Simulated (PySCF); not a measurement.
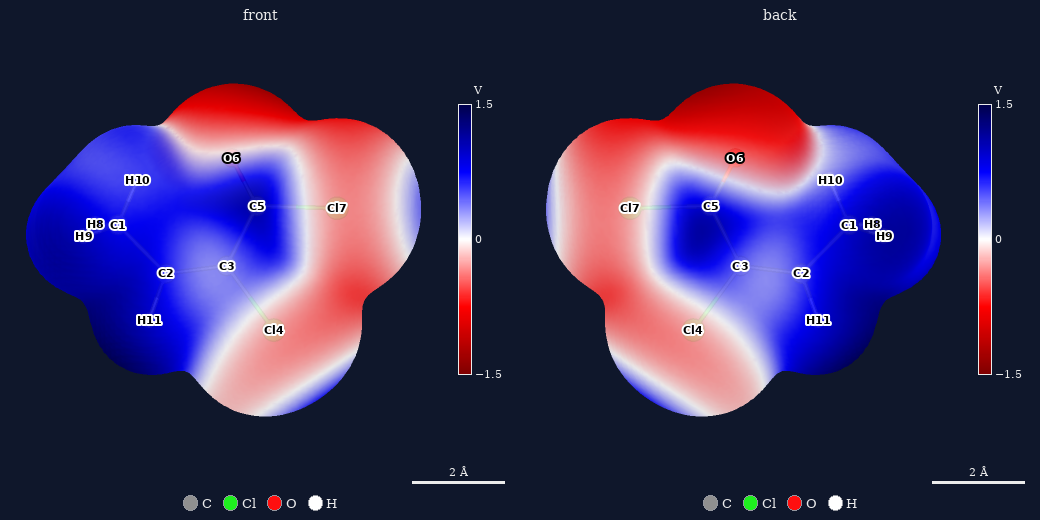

Figure 1: C$_{4}$H$_{4}$Cl$_{2}$O. The electrostatic potential painted on the density surface at 0.002 e/bohr³, seen from the front and from behind; the colour scale runs from red (negative) to blue (positive).

Geometry: GFN2-xTB.

These are results of B3LYP/def2-SVPD, SCF density, gas phase in PySCF, not measurements.

```xyz
11

C     1.5292   -0.1421    0.3122
C     0.4324    0.8000   -0.0075
C    -0.8552    0.5003   -0.2414
Cl   -1.9657    1.7803   -0.5939
C    -1.3957   -0.8612   -0.2021
O    -0.7662   -1.8724   -0.1451
Cl   -3.1544   -0.9362   -0.2238
H     2.1412   -0.2896   -0.5785
H     2.1690    0.2895    1.0795
H     1.1591   -1.1111    0.6297
H     0.7118    1.8452   -0.0551
```

> Describe the electrostatic potential map.

The most negative region (about −1.3 V) lies over O6, the most positive (about +1.4 V) over H11. Cl4 shows a σ-hole: about +0.7 V at the tip opposite its bond, against about −0.3 V on its flanks. Cl7 shows a σ-hole: about +0.4 V at the tip opposite its bond, against about −0.5 V on its flanks. O6 is the likeliest acceptor of a hydrogen bond.
